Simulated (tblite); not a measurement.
**Run report: Si$_{2}$NH$_{6}$O$_{2}$, geometry relaxation (part 1 of 2)**

The run: geometry relaxation of Si$_{2}$NH$_{6}$O$_{2}$, multiplicity 2, SMILES [NH][SiH](O)O[SiH3]. Method and program: GFN2-xTB geometry optimisation, gas phase (tblite 0.8.0).

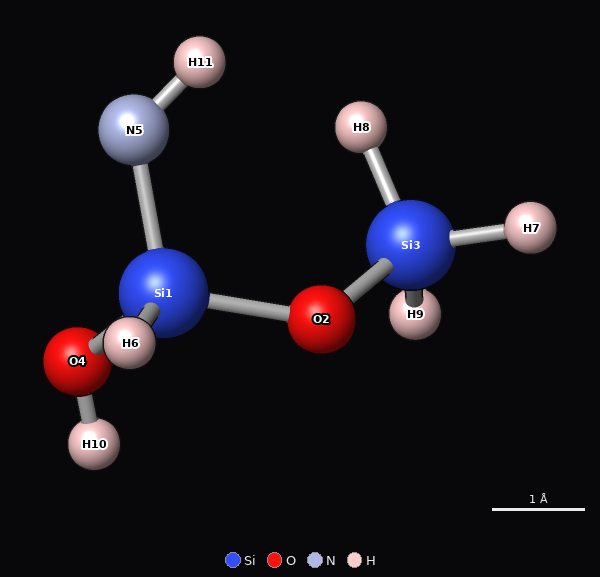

Figure 1. The starting structure (ball-and-stick view, seen at a tilt; atoms are numbered from 1 in the order of the input).

The input:
```
{"job": {"kind": "relax", "xc": "GFN2-xTB", "basis": "xTB"}, "charge": 0, "multiplicity": 2}
Si    -1.085530     0.400296     0.377869
O     -1.355376     1.556453    -0.952899
Si    -0.488380     3.087000    -1.171035
O     -1.791681     1.035598     1.861438
N      0.706773     0.162043     0.623462
H     -1.678543    -0.845500     0.057357
H     -0.314542     3.318122    -2.566749
H      0.809268     2.986417    -0.585639
H     -1.205076     4.131067    -0.597366
H     -2.685898     1.453064     1.897996
H      1.446774     0.404859    -0.070819
```

The first line tells a small driver script what to run in tblite; the rest is the geometry in Å.

Run on 1 CPU thread, shared host.

Launched with:
```bash
OMP_NUM_THREADS=1 python <driver script> task.json out
```

Output:
```
step      E/eV     max force
  0    -479.04342    3.298
  1    -479.56164    2.029
  2    -479.94017    1.490
  3    -480.00151    0.816
  4    -480.07464    0.993
  5    -480.10552    0.863
  6    -480.14393    0.731
  7    -480.17353    0.659
  8    -480.20518    0.761
  9    -480.22387    0.502
 10    -480.23375    0.335
 11    -480.24149    0.310
 12    -480.25215    0.368
 13    -480.26366    0.449
 14    -480.27444    0.339
 15    -480.28203    0.208
 16    -480.28617    0.253
 17    -480.28872    0.174
 18    -480.29113    0.173
 19    -480.29511    0.223
 20    -480.30210    0.288
 21    -480.31115    0.373
 22    -480.31871    0.281
 23    -480.32375    0.182
 24    -480.32729    0.221
 25    -480.33294    0.254
 26    -480.34149    0.340
 27    -480.35002    0.276
 28    -480.35475    0.175
 29    -480.35650    0.178
 30    -480.35808    0.149
 31    -480.35961    0.144
 32    -480.36494    0.088
 33    -480.36709    0.103
 34    -480.36874    0.099
 35    -480.36942    0.066
 36    -480.37023    0.079
 37    -480.37144    0.091
 38    -480.37292    0.140
 39    -480.37407    0.099
 40    -480.37461    0.101
 41    -480.37496    0.042
 42    -480.37515    0.039
 43    -480.37555    0.037
 44    -480.37578    0.032
 45    -480.37609    0.038
 46    -480.37630    0.043
 47    -480.37661    0.049
 48    -480.37714    0.076
 49    -480.37789    0.102
 50    -480.37853    0.097
 51    -480.37890    0.061
 52    -480.37916    0.032
 53    -480.37929    0.032
 54    -480.37974    0.054
 55    -480.38027    0.091
 56    -480.38108    0.112
 57    -480.38176    0.084
 58    -480.38227    0.073
 59    -480.38256    0.059
 60    -480.38303    0.087
 61    -480.38395    0.101
 62    -480.38555    0.193
 63    -480.38739    0.071
 64    -480.38796    0.154
 65    -480.38861    0.088
 66    -480.38927    0.091
 67    -480.39010    0.553
 68    -480.39240    0.093
 69    -480.39374    0.094
 70    -480.38766    0.999
 71    -480.39623    0.070
 72    -480.39727    0.056
 73    -480.38880    1.007
 74    -480.39823    0.073
 75    -480.39883    0.100
 76    -480.39736    0.662
 77    -480.40005    0.145
 78    -480.40066    0.174
 79    -480.39945    0.766
 80    -480.40297    0.195
 81    -480.40419    0.196
 82    -480.40153    0.971
 83    -480.40873    0.071
 84    -480.41039    0.073
 85    -480.39794    1.168
 86    -480.41223    0.054
 87    -480.41339    0.053
 88    -480.39669    1.281
 89    -480.41493    0.055
 90    -480.41602    0.057
 91    -480.40019    1.227
 92    -480.41760    0.056
 93    -480.41864    0.075
 94    -480.41562    0.727
 95    -480.42047    0.093
 96    -480.42122    0.117
 97    -480.42206    0.279
 98    -480.42262    0.145
 99    -480.42310    0.058
100    -480.42355    0.041
101    -480.42380    0.042
102    -480.42406    0.046
103    -480.42451    0.054
104    -480.42513    0.049
105    -480.42547    0.029
106    -480.42560    0.045
107    -480.42566    0.046
108    -480.42574    0.051
109    -480.42592    0.058
110    -480.42622    0.073
111    -480.42660    0.093
112    -480.42704    0.074
113    -480.42746    0.082
114    -480.42761    0.146
115    -480.42766    0.156
116    -480.42804    0.045
117    -480.42820    0.040
118    -480.42740    0.408
119    -480.42886    0.031
120    -480.42906    0.032
121    -480.42911    0.223
122    -480.42944    0.034
123    -480.42955    0.042
124    -480.42987    0.139
125    -480.43010    0.060
126    -480.43043    0.030
127    -480.43077    0.038
128    -480.43115    0.047
129    -480.43149    0.050
130    -480.43187    0.054
131    -480.43220    0.073
132    -480.43248    0.090
133    -480.43300    0.114
134    -480.43336    0.120
135    -480.43377    0.086
136    -480.43433    0.134
137    -480.43532    0.148
138    -480.43591    0.214
139    -480.43749    0.079
140    -480.43853    0.090
141    -480.43980    0.103
142    -480.44201    0.170
143    -480.44416    0.138
144    -480.44259    0.636
145    -480.44688    0.093
146    -480.44752    0.069
147    -480.44831    0.225
148    -480.44894    0.117
149    -480.44996    0.039
150    -480.45112    0.058
151    -480.45158    0.047
152    -480.45179    0.043
153    -480.45205    0.045
154    -480.45225    0.053
155    -480.45239    0.030
156    -480.45250    0.043
157    -480.45260    0.042
158    -480.45269    0.036
159    -480.45277    0.021
160    -480.45284    0.017
161    -480.45288    0.014
162    -480.45291    0.012
163    -480.45292    0.008
```

Trajectory as extended XYZ (Å, eV, eV/Å), 29 frames, from step=0 to step=163:
```
11
Properties=species:S:1:pos:R:3:forces:R:3 step=0 energy=-479.04342
Si   -1.0855    0.4003    0.3779    1.3640   2.8380   0.8970
O    -1.3554    1.5565   -0.9529    1.8090   0.6780   1.6790
Si   -0.4884    3.0870   -1.1710   -0.8800  -3.1780  -0.0530
O    -1.7917    1.0356    1.8614    0.1240  -0.4440  -2.0730
N     0.7068    0.1620    0.6235   -1.7630   0.6090  -0.8960
H    -1.6785   -0.8455    0.0574   -0.3480  -0.4470  -0.2980
H    -0.3145    3.3181   -2.5667   -0.1130  -0.1600  -0.8230
H     0.8093    2.9864   -0.5856    0.6460  -0.1420   0.3920
H    -1.2051    4.1311   -0.5974   -1.0530   1.1360   0.8060
H    -2.6859    1.4531    1.8980    1.3460  -0.6480  -0.3900
H     1.4468    0.4049   -0.0708   -1.1310  -0.2430   0.7580
11
Properties=species:S:1:pos:R:3:forces:R:3 step=6 energy=-480.14393
Si   -1.0553    0.4886    0.3766    0.2990   0.5160   0.1500
O    -1.2221    1.6092   -0.8181   -0.0380   0.1430  -0.1490
Si   -0.5045    3.0273   -1.1583    0.0420  -0.0900  -0.0320
O    -1.7279    1.0052    1.7494    0.1120   0.0310   0.2480
N     0.5903    0.1991    0.6270    0.1640  -0.0710   0.2650
H    -1.6607   -0.7547    0.0217   -0.3630  -0.4240  -0.4730
H    -0.3659    3.2356   -2.5938   -0.1750  -0.2700  -0.1020
H     0.8194    2.9718   -0.5684    0.2880   0.0810   0.1010
H    -1.2604    4.1123   -0.5653   -0.2450   0.1220   0.1480
H    -2.5871    1.4073    1.8292    0.0210  -0.0020  -0.1480
H     1.3320    0.3877   -0.0264   -0.1040  -0.0380  -0.0090
11
Properties=species:S:1:pos:R:3:forces:R:3 step=12 energy=-480.25215
Si   -1.0263    0.5103    0.3906   -0.0960  -0.1070  -0.0080
O    -1.2005    1.6307   -0.7978    0.2310   0.2790  -0.0080
Si   -0.4785    3.0575   -1.1473   -0.1880  -0.2720   0.1610
O    -1.6809    1.0133    1.7810    0.0450  -0.0550  -0.0200
N     0.6027    0.1918    0.7089   -0.0230  -0.0230   0.0580
H    -1.6975   -0.6951   -0.1139    0.0290   0.1920  -0.0800
H    -0.4443    3.1133   -2.6101   -0.0360  -0.0440   0.1140
H     0.8721    3.0114   -0.5572   -0.1760   0.1520  -0.1370
H    -1.3183    4.1020   -0.5357    0.1530  -0.1000  -0.0980
H    -2.5511    1.3955    1.7684   -0.1240   0.0690   0.0480
H     1.2806    0.3587   -0.0133    0.1860  -0.0900  -0.0300
11
Properties=species:S:1:pos:R:3:forces:R:3 step=18 energy=-480.29113
Si   -1.0135    0.4976    0.4098   -0.0300  -0.0670  -0.0160
O    -1.1610    1.6316   -0.7621    0.0120   0.0230   0.0020
Si   -0.4902    3.0496   -1.1355   -0.0180   0.0460  -0.0370
O    -1.6863    1.0074    1.7892   -0.0300  -0.0950  -0.0100
N     0.6163    0.1848    0.7359   -0.0260  -0.0390   0.0230
H    -1.7216   -0.6181   -0.2213    0.0290   0.0140   0.0770
H    -0.4943    3.0437   -2.5866   -0.0180   0.0240  -0.1700
H     0.8624    3.0960   -0.5940    0.1140   0.0650   0.0070
H    -1.3107    4.0953   -0.5415   -0.0800   0.1120   0.0380
H    -2.5526    1.4049    1.7664    0.0130   0.0060   0.0310
H     1.3093    0.2968    0.0132    0.0350  -0.0910   0.0560
11
Properties=species:S:1:pos:R:3:forces:R:3 step=24 energy=-480.32729
Si   -1.0042    0.4834    0.4063    0.1020   0.0820   0.0090
O    -1.0659    1.6895   -0.7006   -0.1210  -0.0870   0.0530
Si   -0.4996    3.1157   -1.1791    0.0750   0.0650  -0.0210
O    -1.7341    0.8935    1.7902    0.0080   0.0010   0.0210
N     0.6068    0.1347    0.7817    0.0070  -0.0610   0.0960
H    -1.7438   -0.5691   -0.2783    0.0100  -0.0880  -0.0480
H    -0.5707    2.9985   -2.6419   -0.0030   0.1370   0.1730
H     0.8709    3.2630   -0.6747   -0.0170   0.0400  -0.1150
H    -1.3381    4.1437   -0.5490   -0.0020  -0.0200  -0.1490
H    -2.5302    1.4187    1.7990    0.0660  -0.0290  -0.0400
H     1.3665    0.1178    0.1201   -0.1250  -0.0420   0.0200
11
Properties=species:S:1:pos:R:3:forces:R:3 step=30 energy=-480.35808
Si   -0.9746    0.4792    0.4096   -0.0630  -0.0740  -0.0010
O    -1.0066    1.7526   -0.6186    0.0780   0.1020   0.0320
Si   -0.4997    3.1716   -1.2007   -0.0870  -0.0930   0.0680
O    -1.7672    0.7788    1.7861   -0.0040   0.0750   0.0020
N     0.5911    0.0517    0.8742    0.0160  -0.0120  -0.0270
H    -1.7278   -0.5366   -0.3393    0.1420   0.0330  -0.0330
H    -0.6477    3.0272   -2.6445    0.0090   0.0110  -0.0480
H     0.8840    3.4428   -0.8096    0.0110  -0.0700  -0.0020
H    -1.3769    4.1924   -0.6298   -0.0510   0.0360   0.0050
H    -2.4736    1.4162    1.8094   -0.0260   0.0310   0.0160
H     1.3568   -0.0864    0.2368   -0.0250  -0.0410  -0.0140
11
Properties=species:S:1:pos:R:3:forces:R:3 step=36 energy=-480.37023
Si   -0.9648    0.4716    0.4217    0.0210   0.0600   0.0280
O    -0.9497    1.7962   -0.5388   -0.0320   0.0320  -0.0250
Si   -0.5167    3.1972   -1.2031   -0.0160  -0.0040   0.0240
O    -1.7785    0.7656    1.7875   -0.0550   0.0050  -0.0560
N     0.5836    0.0110    0.9125    0.0390  -0.0300  -0.0250
H    -1.6631   -0.5106   -0.4149    0.0370   0.0240   0.0290
H    -0.6868    3.0284   -2.6437   -0.0180  -0.0380  -0.0360
H     0.8789    3.4830   -0.8715    0.0010  -0.0070   0.0310
H    -1.4196    4.2164   -0.6631    0.0100  -0.0090   0.0200
H    -2.4583    1.4327    1.8104    0.0030   0.0000   0.0110
H     1.3327   -0.2020    0.2767    0.0090  -0.0320  -0.0010
11
Properties=species:S:1:pos:R:3:forces:R:3 step=42 energy=-480.37515
Si   -0.9389    0.4907    0.4291   -0.0050  -0.0140  -0.0090
O    -0.9294    1.8355   -0.4979   -0.0140  -0.0110   0.0080
Si   -0.5267    3.2187   -1.2132    0.0090   0.0090  -0.0240
O    -1.8133    0.7403    1.7641   -0.0090  -0.0230   0.0200
N     0.5878   -0.0265    0.9302   -0.0010   0.0320  -0.0110
H    -1.6127   -0.4816   -0.4399    0.0130  -0.0070  -0.0020
H    -0.7216    3.0123   -2.6497    0.0000  -0.0170   0.0350
H     0.8709    3.5190   -0.9008   -0.0130   0.0070   0.0050
H    -1.4385    4.2304   -0.6747    0.0140   0.0120   0.0020
H    -2.4484    1.4477    1.8202    0.0200   0.0200  -0.0230
H     1.3287   -0.2971    0.3063   -0.0150  -0.0070   0.0000
11
Properties=species:S:1:pos:R:3:forces:R:3 step=48 energy=-480.37714
Si   -0.9312    0.4942    0.4312    0.0210  -0.0170  -0.0210
O    -0.9173    1.8620   -0.4595   -0.0270  -0.0130   0.0260
Si   -0.5349    3.2282   -1.2161    0.0360   0.0180   0.0650
O    -1.8393    0.7150    1.7493   -0.0070  -0.0080  -0.0200
N     0.5938   -0.0218    0.9364    0.0000   0.0290   0.0310
H    -1.5784   -0.4642   -0.4697   -0.0200  -0.0340  -0.0130
H    -0.7488    2.9742   -2.6385    0.0000   0.0090  -0.0270
H     0.8606    3.5508   -0.9156   -0.0080  -0.0040  -0.0220
H    -1.4402    4.2466   -0.6781   -0.0040   0.0040  -0.0230
H    -2.4212    1.4667    1.8090    0.0030   0.0200   0.0230
H     1.3148   -0.3623    0.3250    0.0070  -0.0030  -0.0180
11
Properties=species:S:1:pos:R:3:forces:R:3 step=54 energy=-480.37974
Si   -0.9349    0.4857    0.4259   -0.0050   0.0250  -0.0050
O    -0.9488    1.8622   -0.4542    0.0150   0.0190  -0.0060
Si   -0.5332    3.2243   -1.2039   -0.0470  -0.0160  -0.0220
O    -1.8633    0.7015    1.7308   -0.0200  -0.0220   0.0110
N     0.6066    0.0137    0.9281   -0.0240   0.0240   0.0050
H    -1.5705   -0.4963   -0.4587    0.0000   0.0010  -0.0180
H    -0.7397    2.9730   -2.6299    0.0030   0.0070  -0.0020
H     0.8614    3.5429   -0.9100    0.0410  -0.0210   0.0180
H    -1.4289    4.2606   -0.6835   -0.0060  -0.0180   0.0000
H    -2.3995    1.4850    1.8136    0.0230   0.0040   0.0210
H     1.3086   -0.3632    0.3155    0.0200  -0.0020  -0.0020
11
Properties=species:S:1:pos:R:3:forces:R:3 step=60 energy=-480.38303
Si   -0.9554    0.4862    0.4142   -0.0010  -0.0480   0.0070
O    -0.9990    1.8599   -0.4671   -0.0300  -0.0220  -0.0010
Si   -0.5280    3.2129   -1.1986    0.0550   0.0050  -0.0220
O    -1.9102    0.6731    1.7062   -0.0240   0.0690  -0.0280
N     0.6141    0.0914    0.8995    0.0510  -0.0380  -0.0050
H    -1.5647   -0.5362   -0.4416    0.0030   0.0370  -0.0250
H    -0.7149    2.9853   -2.6305    0.0120  -0.0040  -0.0150
H     0.8769    3.4785   -0.8728   -0.0780  -0.0060  -0.0100
H    -1.4201    4.2529   -0.6847    0.0110   0.0300   0.0130
H    -2.3503    1.5080    1.8492    0.0480  -0.0620   0.0370
H     1.3094   -0.3224    0.3001   -0.0470   0.0400   0.0490
11
Properties=species:S:1:pos:R:3:forces:R:3 step=66 energy=-480.38927
Si   -0.9664    0.4792    0.4023   -0.0280   0.0380  -0.0260
O    -1.0324    1.8592   -0.4730    0.0240   0.0120  -0.0400
Si   -0.5309    3.1974   -1.2131   -0.0760   0.0280   0.0290
O    -1.9603    0.6368    1.6678   -0.0170   0.0570   0.0030
N     0.6108    0.1357    0.9077   -0.0400  -0.0230  -0.0010
H    -1.5722   -0.5212   -0.4756    0.0200  -0.0360   0.0010
H    -0.6967    2.9967   -2.6538    0.0030  -0.0360   0.0460
H     0.8642    3.4416   -0.8586    0.0560   0.0080  -0.0090
H    -1.4036    4.2526   -0.6906    0.0100   0.0070  -0.0270
H    -2.2699    1.5008    1.9310    0.0510  -0.0740   0.0120
H     1.3153   -0.2895    0.3297   -0.0030   0.0190   0.0120
```
